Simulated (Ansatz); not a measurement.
## Electronic structure of C2H5F3Si (SMILES C[SiH2]C(F)(F)F) in real space

```xyz
11

C    -0.3495   -1.1598    1.0510
Si    0.6667   -0.3591   -0.2845
C    -0.1630    1.3246   -0.7498
F    -1.4250    1.1558   -1.1948
F     0.5026    1.9847   -1.7137
F    -0.2386    2.1561    0.3095
H     0.0875   -2.1166    1.3453
H    -1.3680   -1.3419    0.7021
H    -0.3967   -0.5194    1.9342
H     2.0431   -0.0270    0.1574
H     0.7062   -1.1543   -1.5359
```

Geometry: PBE0-D4/def2-TZVP.

Level of theory: RKS PBE0-D4/def2-TZVPP in Ansatz 0.2.0.

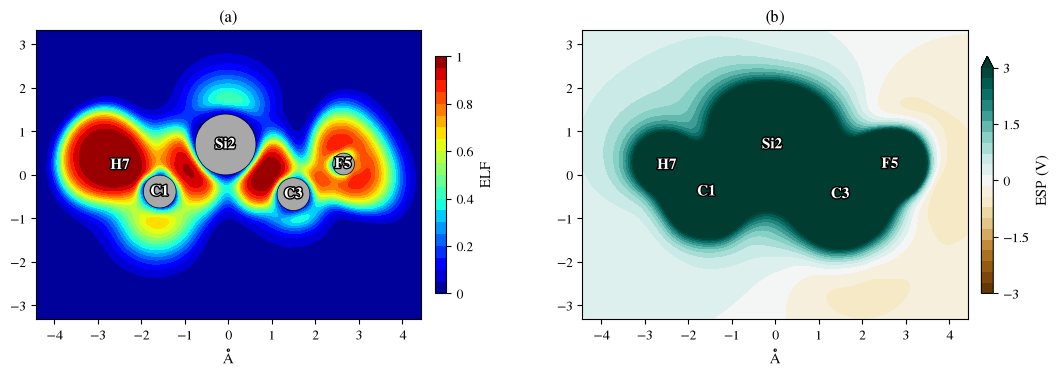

Figure 1. (a) electron localisation function; (b) molecular electrostatic potential on the plane of atoms Si2, C1 and H7. Grey discs cover the atomic cores in the ELF map.

> Interpret the plot.

Atoms in the plane: C, Si, F and H. C–F (1.34 Å): the ELF peaks at about 0.85 between the atoms, as expected for a shared but strongly polarised pair. C–Si (1.86 Å): the ELF peaks at about 0.95 between the atoms, as expected for localised, covalent bonding. C–H (1.09 Å): the ELF climbs to about 1 towards the hydrogen, as it does in any bond to H: a covalent bond by its length. C–Si (1.93 Å): the ELF peaks at about 1 between the atoms: a covalent bond. The ELF also peaks beside F5, away from the bonds: lone-pair regions. Outside the dense part of the molecule the potential is most negative (−0.7 V) near F5.

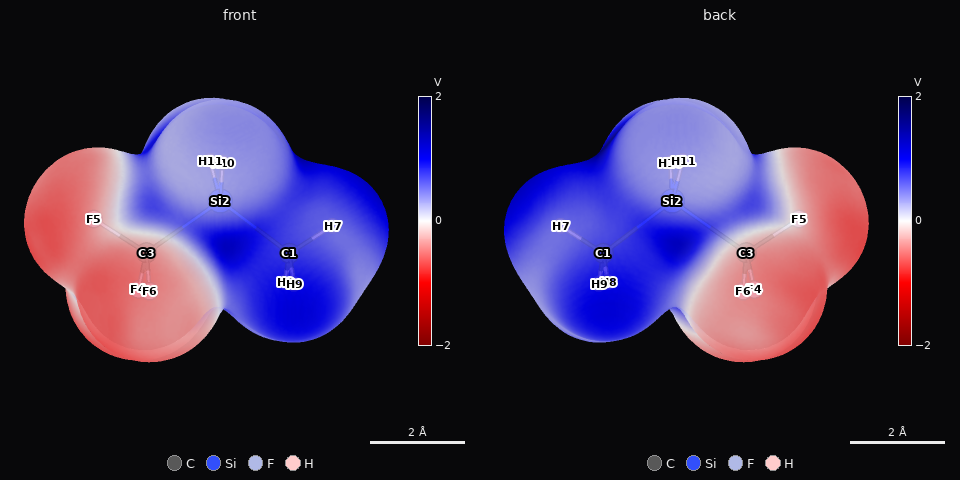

Figure 2. The molecular electrostatic potential painted on the density surface at 0.002 e/bohr³, seen from the front and from behind; red is negative and blue positive.

> Which sites attract a positive test charge, and which a negative one?

A positive charge is drawn to the negative regions and a negative charge to the positive ones. The most negative region (about −0.7 V) lies over F4, F5 and F6, the most positive (about +1.6 V) over Si2.

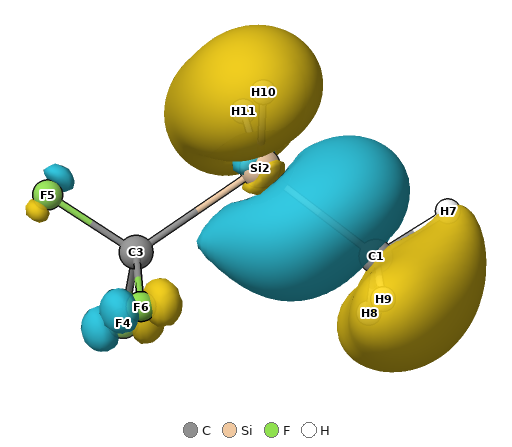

Figure 3. The HOMO−1 at ±0.1 Å⁻³ᐟ² (yellow and cyan are the two phases), seen across its widest extent.

> What is the character of this orbital?

It lies mainly on C1 (about 35 %), Si2 (about 30 %), H11 (about 10 %) and H10 (about 10 %). Its energy is −9.84 eV.
